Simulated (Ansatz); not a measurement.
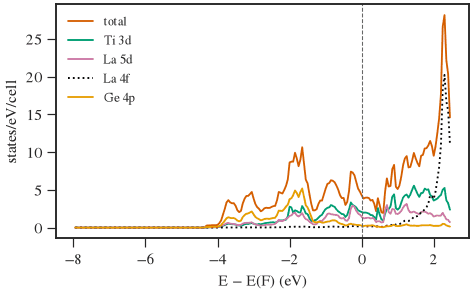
Figure: Total and projected density of states of LaTiGe in space group P4/nmm (No. 129; La on 2c, Ti on 2a, Ge on 2c), r²SCAN (plane waves, PAW; program Ansatz)

Task: Which orbitals carry the states next to the Fermi level?

Result: Within 0.5 eV of the Fermi level: Ti 3d 47 %, La 5d 34 %, Ge 4p 7 %. Projections are on Löwdin-orthogonalised atomic valence shells; empty p or d shells of many metals are not among them.

Task: Where is the tallest occupied peak in this window, and what makes it?

Result: Near -1.6 eV, about 11 states/eV per cell; the largest projected share is Ge 4p.

The workflow started from a Materials Project entry (that database holds measured and hypothetical structures alike); the Crystallography Open Database copy checked does not list it. Whether it is the stable phase at ambient conditions was not checked. Symmetry was held in the r²SCAN relaxation; its stability against distortions is not shown here. Spin order of the final state: ferromagnetic, chosen from 4 collinear starts compared on coarse meshes (ties went to the first, and starts can fall back to one state), not a proven ground state. Other orbital occupations within this spin state were not tried. Spin–orbit coupling is left out wherever it is not named.

Potentials: the later of the program's two PAW sets.
